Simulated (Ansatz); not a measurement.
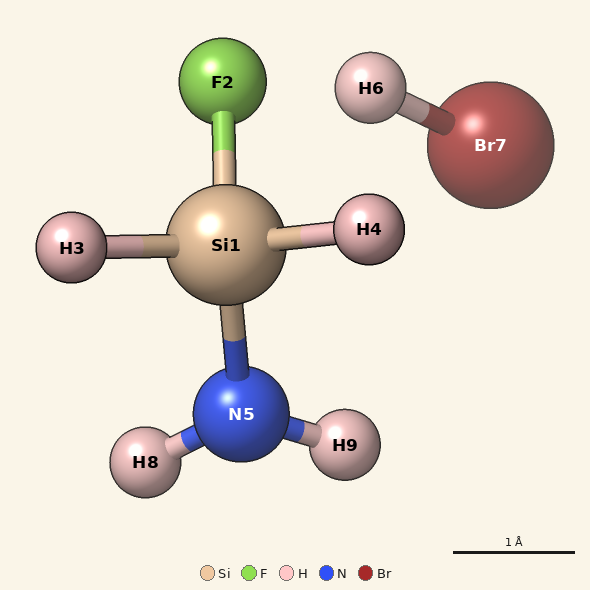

Orthographic view. Depth is shown by fading: the farther an atom, the more it takes the colour of the background. The computed structure is the end point of a PBE0-D4/def2-TZVP optimisation.

List the bonded neighbours of every atom.

Si1: F2, H3, H4, N5
F2: Si1
H3: Si1
H4: Si1
N5: Si1, H8, H9
H6: Br7
Br7: H6
H8: N5
H9: N5
